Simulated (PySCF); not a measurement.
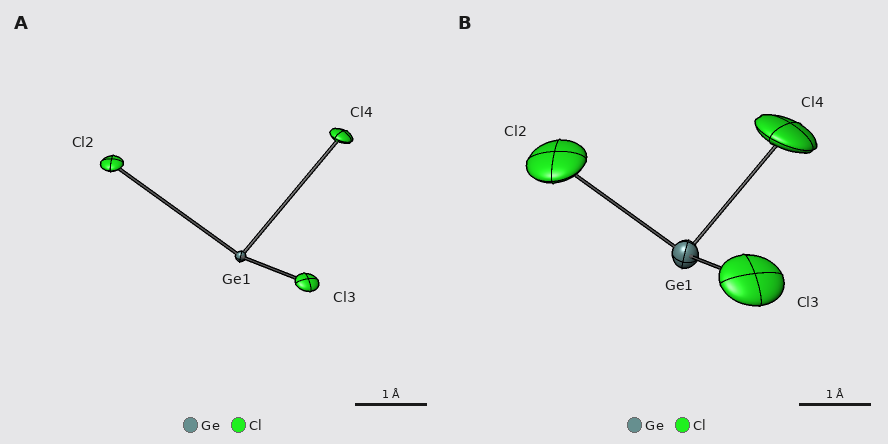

Displacement ellipsoids at the 50 % level, scaled by 2, from the internal vibrations of the free molecule (harmonic, no overall translation or rotation; no half-axis is drawn under 0.075 Å). State: charge −1, singlet. Vibrations computed with RKS-based PBE, Ge def2-SVPD, Cl def2-SVPD; non-relativistic; density fitting (PySCF 2.14.0). One panel is for 100 K, the other for 900 K.

### Which panel is for 900 K?

B.

### How much does the mean-square displacement of Cl4 grow, and why?

U_eq goes from 0.0023 to 0.0158 Å², a factor of 7.0. Modes below kT (626 cm⁻¹ at 900 K) grow about in proportion to T, and the lowest lies at 104 cm⁻¹; the mean-square amplitude of a mode is its zero-point value times coth(ħω/2kT), which comes close to 1 only above about 3kT.
